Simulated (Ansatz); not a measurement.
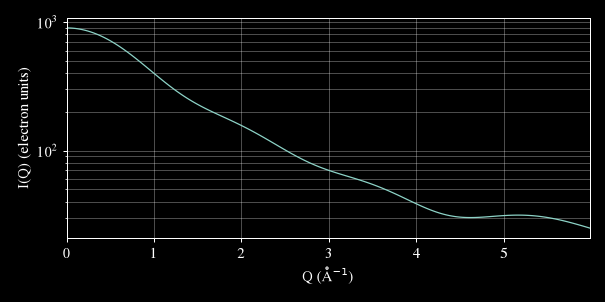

Elastic X-ray scattering of a randomly oriented, rigid molecule, calculated with the Debye equation from neutral-atom form factors (independent atoms, no Compton part, no vibration). The geometry is the end point of an optimisation (RKS PBE0-D4/def2-mTZVP (Ansatz 0.2.0)); it may be a saddle point or a higher isomer. It contains O, C, F, H.

Question: How many electrons does the independent-atom model of the molecule hold?

Answer: I(0) is the square of the electron number: I(0) = 900, so about 30 electrons, the count of C2HFO.

Question: What radius of gyration does the initial fall-off give?

Answer: From I(Q) ≈ I(0) exp(−Q²R²/3) at small Q, R ≈ 1.69 Å. It is larger than the electron-weighted radius of the nuclear positions alone (1.54 Å), because each atom's electron cloud adds to it.
